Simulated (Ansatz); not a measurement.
# SiCl3F + H2O: a complex and its separated parts, part 2 of 2

Ansatz 0.2.0, Gaussian basis. The steps go on from the part before.

## Step 13: CAM-B3LYP-D4/def2-TZVPP

The inputs:

parta/in.yaml

```yaml
crystal:
  periodic: [false, false, false]
  atoms:
    - {symbol: Si, position_ang: [-1.070916, -0.018625, -0.676258]}
    - {symbol: Cl, position_ang: [0.022957, -1.629376, -1.192495]}
    - {symbol: Cl, position_ang: [-1.808023, -0.231451, 1.186256]}
    - {symbol: Cl, position_ang: [-2.562134, 0.276985, -1.997797]}
    - {symbol: F, position_ang: [-0.132134, 1.245772, -0.696715]}
basis:
  gaussian: {orbitals: def2-TZVPP}
hamiltonian: {xc: {name: CAM-B3LYP}, dispersion: d4}
```

partb/in.yaml

```yaml
crystal:
  periodic: [false, false, false]
  atoms:
    - {symbol: O, position_ang: [1.548529, 0.035362, 1.356921]}
    - {symbol: H, position_ang: [1.766210, 0.883901, 0.965444]}
    - {symbol: H, position_ang: [2.235412, -0.562569, 1.054645]}
basis:
  gaussian: {orbitals: def2-TZVPP}
hamiltonian: {xc: {name: CAM-B3LYP}, dispersion: d4}
```

The same command starts each run, in its folder.

Started as:

```sh
$ ansatz run in.yaml --threads 8 --pin off --events-out ev --progress --plain --max-ram 19148MiB
```

parta printed, cut to the lines that bear on the results:

```text
Functional definition: CAM-B3LYP
  name "CAM-B3LYP"
  cite "Yanai, Tew & Handy, Chem. Phys. Lett. 393, 51 (2004) doi:10.1016/j.cplett.2004.06.011"
  cite "Iikura, Tsuneda, Yanai & Hirao, J. Chem. Phys. 115, 3540 (2001) doi:10.1063/1.1383587"
  cite "Becke, Phys. Rev. A 38, 3098 (1988) doi:10.1103/PhysRevA.38.3098"
  cite "Lee, Yang & Parr, Phys. Rev. B 37, 785 (1988) doi:10.1103/PhysRevB.37.785"
[...]
1386 factors; their error is unknown
224 factors; integrals over basis functions are off by at most 1.3e-5 eV
[...]
mean field -48172.08103831 eV, -1770.2913259485 hartree, gradient 7.2e-5 eV, S^2 0.000000; 0 other end points of the search recorded, 0 dependent functions left out
reference -48172.08116461 eV, -1770.2913305899 hartree; 37, 37 occupied and 162, 162 virtual orbitals, 1386 factors
Total energy: -48172.27235673 eV, -1770.2983567707 hartree
```

partb printed, cut to the lines that bear on the results:

```text
[... 6 set-up lines as earlier in the session ...]
[...]
  # Exact exchange under (alpha + beta erf(omega r))/r, Becke's under what is left of 1/r.
[...]
269 factors; their error is unknown
72 factors; integrals over basis functions are off by at most 2.1e-5 eV
[...]
mean field -2079.99969485 eV, -76.4385789113 hartree, gradient 1.1e-5 eV, S^2 0.000000; 0 other end points of the search recorded, 0 dependent functions left out
reference -2079.99976227 eV, -76.4385813891 hartree; 5, 5 occupied and 54, 54 virtual orbitals, 269 factors
Total energy: -2080.00382792 eV, -76.4387307990 hartree
```

They took 3.2 s (parta), 0.4 s (partb) on 8 threads of Intel Xeon at 2.50GHz, shared host.

## Step 14: wB97X-V/def2-TZVPP

The same edit goes into each in.yaml of step 13 (parta, partb):

```diff
-hamiltonian: {xc: {name: CAM-B3LYP}, dispersion: d4}
+hamiltonian: {xc: {name: wB97X-V}}
```

Each run has its own folder and the same command.

Started as:

```sh
$ ansatz run in.yaml --threads 8 --pin off --events-out ev --progress --plain --max-ram 19148MiB
```

Output in parta, cut to the lines that bear on the results:

```text
Functional definition: wB97X-V
  name "wB97X-V"
  cite "Mardirossian & Head-Gordon, Phys. Chem. Chem. Phys. 16, 9904 (2014) doi:10.1039/C3CP54374A"
[... 2 set-up lines as earlier in the session ...]
[...]
      + integral(e_c_pw_opposite_spin*poly(b97_u_opposite, cos0, cos1)) + vv10(b, c)
1377 factors; their error is unknown
201 factors; integrals over basis functions are off by at most 2.9e-5 eV
[...]
mean field -48163.61768511 eV, -1769.9803034551 hartree, gradient 7.0e-5 eV, S^2 0.000000; 0 other end points of the search recorded, 0 dependent functions left out
reference -48163.61768354 eV, -1769.9803033974 hartree; 37, 37 occupied and 162, 162 virtual orbitals, 1377 factors
Total energy: -48163.61768354 eV, -1769.9803033974 hartree
```

partb printed, cut to the lines that bear on the results:

```text
[... 5 set-up lines as earlier in the session ...]
[...]
      + integral(e_c_pw_opposite_spin*poly(b97_u_opposite, cos0, cos1)) + vv10(b, c)
269 factors; their error is unknown
69 factors; integrals over basis functions are off by at most 2.2e-5 eV
[...]
mean field -2079.88766561 eV, -76.4344619128 hartree, gradient 2.3e-5 eV, S^2 0.000000; 0 other end points of the search recorded, 0 dependent functions left out
reference -2079.88766472 eV, -76.4344618799 hartree; 5, 5 occupied and 54, 54 virtual orbitals, 269 factors
Total energy: -2079.88766472 eV, -76.4344618799 hartree
```

Times: 5 s (parta), 0.6 s (partb) on 8 threads of Intel Xeon at 2.50GHz, shared host; peak memory 0.62 GiB.

## Step 15: wB97M-V/def2-TZVPP

Each input of step 14 (parta, partb) changes in the same lines:

```diff
-hamiltonian: {xc: {name: wB97X-V}}
+hamiltonian: {xc: {name: wB97M-V}}
```

The same command starts each run, in its folder.

Started as:

```sh
$ ansatz run in.yaml --threads 8 --pin off --events-out ev --progress --plain --max-ram 19148MiB
```

Log of parta, cut to the lines that bear on the results:

```text
Functional definition: wB97M-V
  name "wB97M-V"
  cite "Mardirossian & Head-Gordon, J. Chem. Phys. 144, 214110 (2016) doi:10.1063/1.4952647"
[... 2 set-up lines as earlier in the session ...]
  # Of w^i u^j: cxij and so on, Table III.
[...]
  gx(w, u) = 1 - cx + cx01*u + cx10*w
[...]
      + integral(e_c_pw_mod_opposite_spin*gos(b97_w_opposite, b97_u_opposite)) + vv10(b, c)
1377 factors; their error is unknown
201 factors; integrals over basis functions are off by at most 2.9e-5 eV
[...]
mean field -48168.68006355 eV, -1770.1663424316 hartree, gradient 7.0e-5 eV, S^2 0.000000; 0 other end points of the search recorded, 0 dependent functions left out
reference -48168.68010169 eV, -1770.1663438330 hartree; 37, 37 occupied and 162, 162 virtual orbitals, 1377 factors
Total energy: -48168.68010169 eV, -1770.1663438330 hartree
```

partb printed, cut to the lines that bear on the results:

```text
[... 5 set-up lines as earlier in the session ...]
  # Of w^i u^j: cxij and so on, Table III.
[...]
  gx(w, u) = 1 - cx + cx01*u + cx10*w
[...]
      + integral(e_c_pw_mod_opposite_spin*gos(b97_w_opposite, b97_u_opposite)) + vv10(b, c)
269 factors; their error is unknown
69 factors; integrals over basis functions are off by at most 2.2e-5 eV
[...]
mean field -2079.85937398 eV, -76.4334222144 hartree, gradient 2.8e-5 eV, S^2 0.000000; 0 other end points of the search recorded, 0 dependent functions left out
reference -2079.85939599 eV, -76.4334230232 hartree; 5, 5 occupied and 54, 54 virtual orbitals, 269 factors
Total energy: -2079.85939599 eV, -76.4334230232 hartree
```

Times: 6 s (parta), 0.56 s (partb) on 8 threads of Intel Xeon at 2.50GHz, shared host; peak memory 0.64 GiB.

## Step 16: B2PLYP/def2-TZVPP

Each input of step 15 (parta, partb) changes in the same lines:

```diff
-hamiltonian: {xc: {name: wB97M-V}}
+hamiltonian: {xc: {name: B2PLYP}}
```

One command serves all of them, each in its own folder.

Started as:

```sh
$ ansatz run in.yaml --threads 8 --pin off --events-out ev --progress --plain --max-ram 19148MiB
```

Log of parta, cut to the lines that bear on the results:

```text
Functional definition: B2PLYP
  name "B2PLYP"
  cite "Grimme, J. Chem. Phys. 124, 034108 (2006) doi:10.1063/1.2148954"
[... 2 set-up lines as earlier in the session ...]
[...]
1213 factors; integrals over basis functions are off by at most 9.4e-4 eV
[...]
mean field -48148.02392635 eV, -1769.4072433905 hartree, gradient 4.2e-6 eV, S^2 0.000000; 0 other end points of the search recorded, 0 dependent functions left out
21 core orbitals not correlated: weight in the atoms' cores, before any rotation towards them, 1.000 or more for the frozen orbitals, at most 0.000 for the correlated occupied ones
reference -48148.02409074 eV, -1769.4072494319 hartree; 16, 16 occupied and 162, 162 virtual orbitals, 1213 factors
second order -30.30510804 eV of doubles, -0.00000000 eV of singles
Total energy: -48156.20646992 eV, -1769.7079463203 hartree
```

Log of partb, cut to the lines that bear on the results:

```text
[... 5 set-up lines as earlier in the session ...]
[...]
361 factors; integrals over basis functions are off by at most 7.6e-4 eV
[...]
mean field -2077.03834277 eV, -76.3297512297 hartree, gradient 9.8e-7 eV, S^2 0.000000; 0 other end points of the search recorded, 0 dependent functions left out
1 core orbitals not correlated: weight in the atoms' cores, before any rotation towards them, 1.000 or more for the frozen orbitals, at most 0.000 for the correlated occupied ones
reference -2077.03842779 eV, -76.3297543539 hartree; 4, 4 occupied and 54, 54 virtual orbitals, 361 factors
second order -8.41844429 eV of doubles, -0.00000000 eV of singles
Total energy: -2079.31140774 eV, -76.4132848267 hartree
```

They took 4.1 s (parta), 0.45 s (partb) on 8 threads of Intel Xeon at 2.50GHz, shared host.

## Step 17: PBE-QIDH/def2-TZVPP

The same edit goes into each in.yaml of step 16 (parta, partb):

```diff
-hamiltonian: {xc: {name: B2PLYP}}
+hamiltonian: {xc: {name: PBE-QIDH}}
```

The same command starts each run, in its folder.

Started as:

```sh
$ ansatz run in.yaml --threads 8 --pin off --events-out ev --progress --plain --max-ram 19148MiB
```

Output in parta, cut to the lines that bear on the results:

```text
Functional definition: PBE-QIDH
  name "PBE-QIDH"
  cite "Brémond, Sancho-García, Pérez-Jiménez & Adamo, J. Chem. Phys. 141, 031101 (2014) doi:10.1063/1.4890314"
[... 1 set-up line as earlier in the session ...]
[...]
1213 factors; integrals over basis functions are off by at most 9.4e-4 eV
[...]
mean field -48134.50345988 eV, -1768.9103754123 hartree, gradient 4.8e-6 eV, S^2 0.000000; 0 other end points of the search recorded, 0 dependent functions left out
21 core orbitals not correlated: weight in the atoms' cores, before any rotation towards them, 1.000 or more for the frozen orbitals, at most 0.000 for the correlated occupied ones
reference -48134.50347042 eV, -1768.9103757995 hartree; 16, 16 occupied and 162, 162 virtual orbitals, 1213 factors
second order -28.20617428 eV of doubles, -0.00000000 eV of singles
Total energy: -48143.90552851 eV, -1769.2558950615 hartree
```

Log of partb, cut to the lines that bear on the results:

```text
[... 4 set-up lines as earlier in the session ...]
[...]
361 factors; integrals over basis functions are off by at most 7.6e-4 eV
[...]
mean field -2075.58445619 eV, -76.2763218834 hartree, gradient 2.2e-6 eV, S^2 0.000000; 0 other end points of the search recorded, 0 dependent functions left out
1 core orbitals not correlated: weight in the atoms' cores, before any rotation towards them, 1.000 or more for the frozen orbitals, at most 0.000 for the correlated occupied ones
reference -2075.58446168 eV, -76.2763220852 hartree; 4, 4 occupied and 54, 54 virtual orbitals, 361 factors
second order -7.85875605 eV of doubles, -0.00000000 eV of singles
Total energy: -2078.20404703 eV, -76.3725900711 hartree
```

Times: 3.5 s (parta), 0.4 s (partb) on 8 threads of Intel Xeon at 2.50GHz, shared host.

## Step 18: RPA on PBE/def2-TZVPP

The same edit goes into each in.yaml of step 17 (parta, partb):

```diff
-hamiltonian: {xc: {name: PBE-QIDH}}
+hamiltonian: {xc: pbe}
+correlation: {method: rpa}
```

Each run has its own folder and the same command.

Started as:

```sh
$ ansatz run in.yaml --threads 8 --pin off --events-out ev --progress --plain --max-ram 19148MiB
```

Output in parta, cut to the lines that bear on the results:

```text
[... 4 set-up lines as earlier in the session ...]
[...]
1213 factors; integrals over basis functions are off by at most 9.4e-4 eV
[...]
mean field -48149.38417614 eV, -1769.4572316483 hartree, gradient 2.8e-6 eV, S^2 0.000000; 0 other end points of the search recorded, 0 dependent functions left out
21 core orbitals not correlated: weight in the atoms' cores, before any rotation towards them, 1.000 or more for the frozen orbitals, at most 0.000 for the correlated occupied ones
reference -48086.29797390 eV, -1767.1388564774 hartree; 16, 16 occupied and 162, 162 virtual orbitals, 1213 factors
Total energy: -48126.02897673 eV, -1768.5989439006 hartree
```

Output in partb, cut to the lines that bear on the results:

```text
[... 4 set-up lines as earlier in the session ...]
[...]
361 factors; integrals over basis functions are off by at most 7.6e-4 eV
[...]
mean field -2078.40747712 eV, -76.3800659891 hartree, gradient 3.9e-6 eV, S^2 0.000000; 0 other end points of the search recorded, 0 dependent functions left out
1 core orbitals not correlated: weight in the atoms' cores, before any rotation towards them, 1.000 or more for the frozen orbitals, at most 0.000 for the correlated occupied ones
reference -2069.53713734 eV, -76.0540870148 hartree; 4, 4 occupied and 54, 54 virtual orbitals, 361 factors
Total energy: -2080.48251917 eV, -76.4563223779 hartree
```

Times: 2.9 s (parta), 0.55 s (partb) on 8 threads of Intel Xeon at 2.50GHz, shared host.

## Step 19: CCSD(T)/def2-TZVPP

Each input of step 18 (parta, partb) changes in the same lines:

```diff
-hamiltonian: {xc: pbe}
-correlation: {method: rpa}
+correlation: {method: ccsd_t}
```

One command serves all of them, each in its own folder.

Started as:

```sh
$ ansatz run in.yaml --threads 8 --pin off --events-out ev --progress --plain --max-ram 19148MiB
```

Log of parta, cut to the lines that bear on the results:

```text
Functional definition: HF
  name "HF"
  cite "Fock, Z. Phys. 61, 126 (1930) doi:10.1007/BF01340294"
[... 1 set-up line as earlier in the session ...]
[...]
1213 factors; integrals over basis functions are off by at most 9.4e-4 eV
[...]
mean field -48088.03050358 eV, -1767.2025257690 hartree, gradient 3.9e-6 eV, S^2 0.000000; 0 other end points of the search recorded, 0 dependent functions left out
21 core orbitals not correlated: weight in the atoms' cores, before any rotation towards them, 1.000 or more for the frozen orbitals, at most 0.000 for the correlated occupied ones
reference -48088.03050358 eV, -1767.2025257690 hartree; 16, 16 occupied and 162, 162 virtual orbitals, 1213 factors
second order -25.09963721 eV of doubles, -0.00000000 eV of singles
cycle   1  -25.74599027 eV  change   -6.5e-1 eV  update   9.5e-2
[...]
cycle   8  -26.32880820 eV  change    9.8e-6 eV  update   2.0e-5
perturbative correction -1.05210826 eV, -0.0386642653 hartree
Total energy: -48115.41142004 eV, -1768.2087558891 hartree
```

partb printed, cut to the lines that bear on the results:

```text
[... 4 set-up lines as earlier in the session ...]
[...]
361 factors; integrals over basis functions are off by at most 7.6e-4 eV
[...]
mean field -2069.76255625 eV, -76.0623710066 hartree, gradient 3.6e-6 eV, S^2 0.000000; 0 other end points of the search recorded, 0 dependent functions left out
1 core orbitals not correlated: weight in the atoms' cores, before any rotation towards them, 1.000 or more for the frozen orbitals, at most 0.000 for the correlated occupied ones
reference -2069.76255625 eV, -76.0623710066 hartree; 4, 4 occupied and 54, 54 virtual orbitals, 361 factors
second order -7.10538818 eV of doubles, -0.00000000 eV of singles
cycle   1  -7.11149742 eV  change   -6.1e-3 eV  update   4.1e-2
[...]
cycle   8  -7.26592566 eV  change    3.2e-6 eV  update   7.2e-6
perturbative correction -0.20738229 eV, -0.0076211584 hartree
Total energy: -2077.23586419 eV, -76.3370100080 hartree
```

They took 30 s (parta), 0.65 s (partb) on 8 threads of Intel Xeon at 2.50GHz, shared host; peak memory 2.2 GiB.

## Step 20: Vibrations of SiCl3F

File vib-parta/in.yaml:

```yaml
crystal:
  periodic: [false, false, false]
  atoms:
    - {symbol: Si, position_ang: [-1.070916, -0.018625, -0.676258]}
    - {symbol: Cl, position_ang: [0.022957, -1.629376, -1.192495]}
    - {symbol: Cl, position_ang: [-1.808023, -0.231451, 1.186256]}
    - {symbol: Cl, position_ang: [-2.562134, 0.276985, -1.997797]}
    - {symbol: F, position_ang: [-0.132134, 1.245772, -0.696715]}
basis:
  gaussian: {orbitals: def2-TZVP}
hamiltonian: {xc: pbe0, dispersion: d4}
phonons: {temperatures: {t_min: 298.15, t_max: 900, t_step: 200}}
```

Started as:

```sh
$ ansatz run in.yaml --threads 8 --pin off --events-out ev --progress --plain --max-ram 19148MiB
```

The program printed, cut to the lines that bear on the results:

```text
[... 5 set-up lines as earlier in the session ...]
[...]
1228 factors; their error is unknown
[...]
mean field -48153.15423040 eV, -1769.5957785870 hartree, gradient 5.2e-6 eV, S^2 0.000000; 0 other end points of the search recorded, 0 dependent functions left out
[...]
Atom 2 at    -1.808023    -0.231451     1.186256 Å, force    -0.000251     0.000011     0.000493 eV/Å
Atom 3 at    -2.562134     0.276985    -1.997797 Å, force    -0.000402     0.000053    -0.000316 eV/Å
Atom 4 at    -0.132134     1.245772    -0.696715 Å, force     0.000121     0.000214     0.000032 eV/Å
Dipole moment:    -0.068754    -0.092595     0.001495 e Å
Vibrations: 160.31 160.32 232.70 275.32 275.33 463.75 642.42 642.43 944.43 cm⁻¹, zero-point energy 0.235385 eV
```

It took 63 s on 8 threads of Intel Xeon at 2.50GHz, shared host.

The modes, with what each moves most:

```tsv
mode	wavenumber (cm⁻¹)	character
1	160	bend
2	160	bend
3	233	bend
4	275	bend
5	275	bend
6	464	Si–Cl stretch
7	642	Si–Cl stretch
8	642	Si–Cl stretch
9	944	Si–F stretch
```

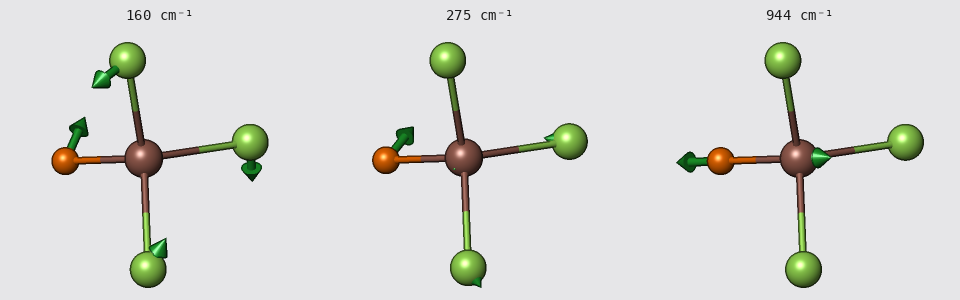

Displacements of 3 modes, as arrows.

Vibrational sums (real modes only):

```tsv
T (K)	entropy (J/mol/K)	heat capacity (J/mol/K)
298	49.0	53.0
498	79.4	64.5
698	102.0	69.1
898	119.7	71.2
```

## Step 21: Vibrations of H2O

File vib-partb/in.yaml:

```yaml
crystal:
  periodic: [false, false, false]
  atoms:
    - {symbol: O, position_ang: [1.548529, 0.035362, 1.356921]}
    - {symbol: H, position_ang: [1.766210, 0.883901, 0.965444]}
    - {symbol: H, position_ang: [2.235412, -0.562569, 1.054645]}
basis:
  gaussian: {orbitals: def2-TZVP}
hamiltonian: {xc: pbe0, dispersion: d4}
phonons: {temperatures: {t_min: 298.15, t_max: 900, t_step: 200}}
```

Started as:

```sh
$ ansatz run in.yaml --threads 8 --pin off --events-out ev --progress --plain --max-ram 19148MiB
```

The program printed, cut to the lines that bear on the results:

```text
[... 5 set-up lines as earlier in the session ...]
[...]
239 factors; their error is unknown
[...]
mean field -2078.33307663 eV, -76.3773318214 hartree, gradient 1.2e-5 eV, S^2 0.000000; 0 other end points of the search recorded, 0 dependent functions left out
[...]
Total energy: -2078.33734613 eV, -76.3774887227 hartree
Atom 0 at     1.548529     0.035362     1.356921 Å, force    -0.004097    -0.002123     0.003424 eV/Å
Atom 1 at     1.766210     0.883901     0.965444 Å, force     0.002061     0.001975    -0.001981 eV/Å
Atom 2 at     2.235412    -0.562569     1.054645 Å, force     0.002037     0.000147    -0.001443 eV/Å
Dipole moment:     0.333584     0.092422    -0.255842 e Å
Vibrations: 1622.48 3852.28 3960.20 cm⁻¹, zero-point energy 0.584893 eV
```

Wall time 2.4 s (8 threads of Intel Xeon at 2.50GHz, shared host).

The modes, with what each moves most:

```tsv
mode	wavenumber (cm⁻¹)	character
1	1622	bend
2	3852	O–H stretch
3	3960	O–H stretch
```

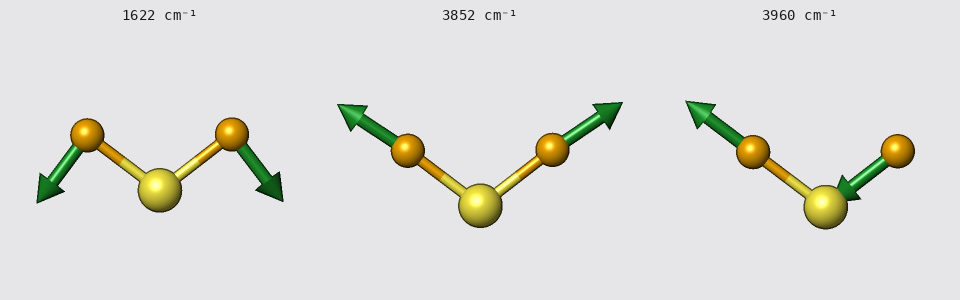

Displacements of 3 modes, as arrows.

Vibrational sums (real modes only):

```tsv
T (K)	entropy (J/mol/K)	heat capacity (J/mol/K)
298	0.0	0.2
498	0.4	1.7
698	1.4	3.9
898	2.6	6.1
```

## Step 22: Complex less separated parts

The complex's own energies come from single points at the same levels.

Rows are in def2-TZVPP; times add the 3 runs of a level on a shared host, so small differences are noise.

Differences are taken before rounding.

```tsv
method	rung	complex less parts (kJ/mol)	from CCSD(T) (kJ/mol)	time
SPW92	LDA	-20.1	-9.3	3.1 s
PBE-D4	GGA	-13.8	-3.1	4.1 s
BLYP-D4	GGA	-13.9	-3.1	4.3 s
r2SCAN-D4	meta-GGA	-13.8	-3.1	7.5 s
B97M-V	meta-GGA	-13.9	-3.2	11 s
PBE0-D4	hybrid	-12.8	-2.1	7.4 s
B3LYP-D4	hybrid	-13.8	-3.0	7.3 s
r2SCAN0-D4	hybrid	-13.3	-2.6	11 s
BHLYP-D4	hybrid	-14.4	-3.7	7.4 s
CAM-B3LYP-D4	range-separated hybrid	-14.3	-3.6	8.5 s
wB97X-V	range-separated hybrid	-13.6	-2.9	14 s
wB97M-V	range-separated hybrid	-14.3	-3.6	15 s
B2PLYP	double hybrid	-7.7	+3.0	11 s
PBE-QIDH	double hybrid	-9.2	+1.5	10 s
RPA on PBE	RPA	-9.0	+1.7	9 s
Hartree-Fock	wavefunction	-1.9	+8.8	
MP2	wavefunction	-10.9	-0.2	
CCSD	wavefunction	-9.4	+1.4	
CCSD(T)	wavefunction	-10.7	0	2.9 min
```

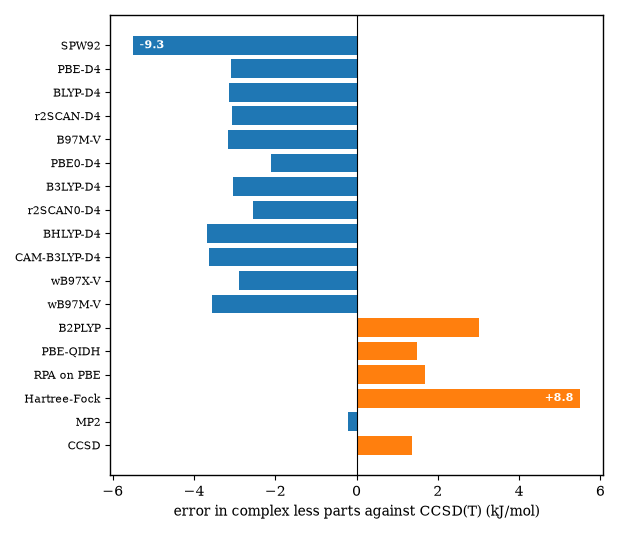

Deviations from CCSD(T), method by method. Bars with a number in them are cut short.

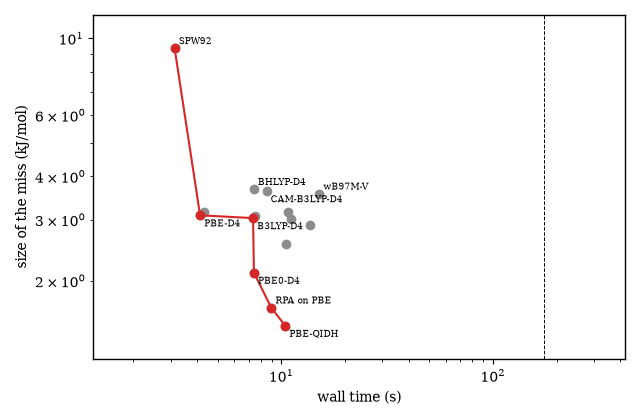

Miss against cost. Red marks the levels that no quicker level drawn beats (of those quicker than the yardstick), and the dashed line is the time of CCSD(T). Only those levels and the largest misses are named. Times are from a shared host.

For cost: PBE-QIDH gets within 1.5 kJ/mol in 10 s, where CCSD(T) took 2.9 min; the quickest level in the cost chart, SPW92, takes 3.1 s and misses by 9.3 kJ/mol.

The complex's zero-point energy, from a separate PBE0-D4 run, is 0.859 eV.

## Step 23: What came out

The summary covers parts 1 to 2.

| quantity | value |
| --- | --- |
| complex less parts, CCSD(T)/def2-TZVPP | -10.7 kJ/mol |
| with zero-point energy | -7.0 kJ/mol |
| largest T1 diagnostic | 0.010 |

What this shows: At CCSD(T) the complex lies 10.7 kJ/mol below its parts. Among the functionals PBE-QIDH lands nearest to CCSD(T) (+1.5 kJ/mol) and SPW92 farthest (-9.3 kJ/mol). Mean unsigned error by rung: LDA 9.3, GGA 3.1, meta-GGA 3.1, hybrid 2.8, range-separated hybrid 3.4, double hybrid 2.2 kJ/mol. The double hybrids carry no dispersion term here, unlike the levels marked D4 or V. PBE-D4 gives a relative energy 3.1 kJ/mol too low, an error of 29 % of the reference. No counterpoise was applied, and triple zeta lacks some correlation, so the CCSD(T) reference has a basis error of its own, and close matches with it are partly luck.
